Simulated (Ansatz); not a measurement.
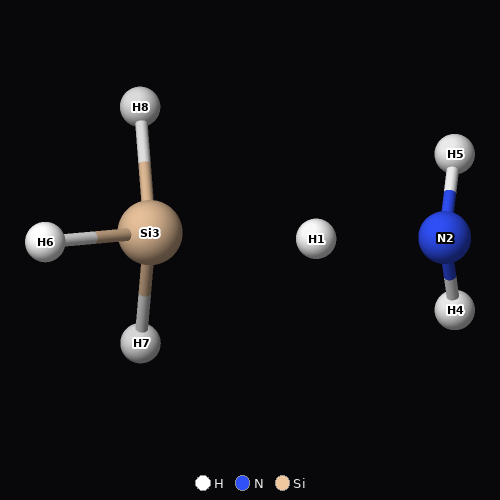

The system is the reacting system H6NSi (fragments H₃N + H₃Si where the first distance is long, H₄Si + H₂N where the second is long), spin multiplicity 2; the picture shows the reference structure. The first coordinate is: distance H1–Si3 (bond that forms); the second: distance H1–N2 (bond that breaks). Relaxed at each point: all other coordinates. Grid: 13 × 13 points. Points are written as (first, second). Energies: kJ/mol, counted from a guessed transition structure relaxed with its forming and breaking bonds held. Method: UKS PBE-D4/def2-SVP in Ansatz.

Its coordinates:

```xyz
8

H    -0.7670   -0.0719   -0.3105
N    -0.9712   -0.6214   -1.5137
Si    0.3780    0.4694    1.0691
H    -0.3058   -0.0520   -2.0744
H    -0.4495   -1.5114   -1.3837
H    -0.3544    1.0947    2.2268
H     1.3472    1.4516    0.4673
H     1.1225   -0.7591    1.5191
```

Range: distance H1–Si3 (bond that forms) from 1.278 to 2.478 Å; distance H1–N2 (bond that breaks) from 0.918 to 2.118 Å.

**Predict the map.**

The lowest grid point is at (2.478 Å, 1.046 Å), −65 kJ/mol from a guessed transition structure relaxed with its forming and breaking bonds held. It lies in a valley that leaves the map towards separated partners. The highest grid point, (1.278 Å, 0.918 Å), lies 379 kJ/mol above the lowest.

| second ↓, first → | 1.278 | 1.332 | 1.406 | 1.490 | 1.582 | 1.680 | 1.783 | 1.890 | 2.001 | 2.116 | 2.233 | 2.354 | 2.478 |
| --- | --- | --- | --- | --- | --- | --- | --- | --- | --- | --- | --- | --- | --- |
| 2.118 | 93 | 65 | 41 | 31 | 33 | 46 | 66 | 92 | 121 | 152 | 182 | 211 | 238 |
| 1.994 | 96 | 66 | 42 | 30 | 31 | 43 | 62 | 86 | 113 | 142 | 171 | 198 | 222 |
| 1.873 | 99 | 69 | 43 | 30 | 30 | 40 | 57 | 78 | 103 | 130 | 155 | 179 | 200 |
| 1.756 | 104 | 73 | 45 | 30 | 28 | 35 | 49 | 68 | 90 | 113 | 135 | 155 | 173 |
| 1.641 | 112 | 79 | 49 | 31 | 25 | 29 | 39 | 54 | 72 | 91 | 109 | 125 | 139 |
| 1.530 | 122 | 86 | 53 | 31 | 21 | 21 | 27 | 37 | 50 | 65 | 78 | 90 | 101 |
| 1.423 | 135 | 96 | 59 | 32 | 17 | 12 | 13 | 18 | 26 | 35 | 44 | 52 | 59 |
| 1.320 | 152 | 110 | 67 | 35 | 14 | 2 | −3 | −3 | −1 | 4 | 8 | 13 | 17 |
| 1.222 | 173 | 126 | 78 | 40 | 13 | −6 | −17 | −23 | −25 | −26 | −25 | −23 | −22 |
| 1.130 | 197 | 147 | 94 | 50 | 16 | −8 | −25 | −36 | −43 | −47 | −50 | −51 | −51 |
| 1.046 | 228 | 175 | 117 | 68 | 30 | 0 | −21 | −37 | −48 | −55 | −59 | −63 | −65 |
| 0.972 | 269 | 213 | 153 | 101 | 58 | 25 | 0 | −19 | −32 | −42 | −49 | −53 | −56 |
| 0.918 | 314 | 258 | 195 | 141 | 96 | 60 | 33 | 12 | −3 | −14 | −22 | −28 | −32 |

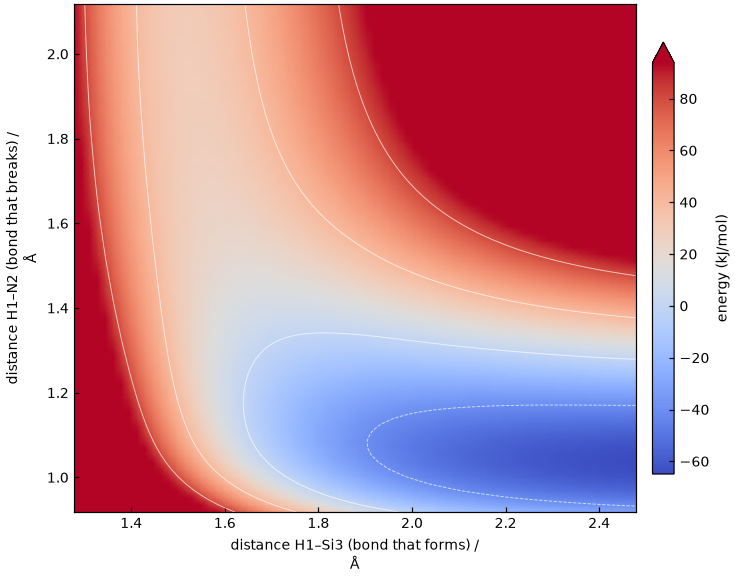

Drawn: a smooth colour map with a few white contour lines, one colour for all values above the top of the scale. Between grid points the surface is interpolated.

Time for the 169 points that were run: 30 min on 1 thread of Arm Neoverse V1 (shared host).
